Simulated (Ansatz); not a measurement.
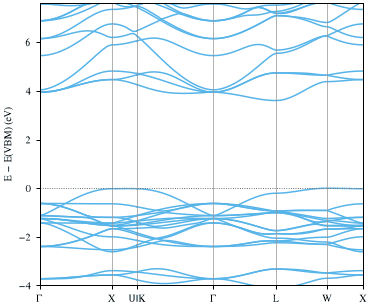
Band structure from LDA (plane waves, PAW; program Ansatz)

Q: Read off the gap and where the band edges lie.

A: About 3.6 eV (3.61 eV by a search for the band edges); maximum at W, minimum at L.

Q: Which of these materials gives this?
A. BeS, zinc blende
B. K2NaBiCl6, Fm-3m (K on 8c, Na on 4b, Bi on 4a, Cl on 24e)
C. Mg2H6Ru, Fm-3m (Mg on 8c, H on 24e, Ru on 4a)

A: B, K2NaBiCl6, Fm-3m (K on 8c, Na on 4b, Bi on 4a, Cl on 24e)

The first step of the workflow began from a Materials Project structure, measured or hypothetical; the Crystallography Open Database copy checked does not list it. Whether it is the stable phase at ambient conditions was not checked. Symmetry was held in the LDA relaxation. At this level the phase is dynamically unstable (imaginary phonons). Spin–orbit coupling is left out wherever it is not named.

Potentials: the later of the program's two PAW sets.
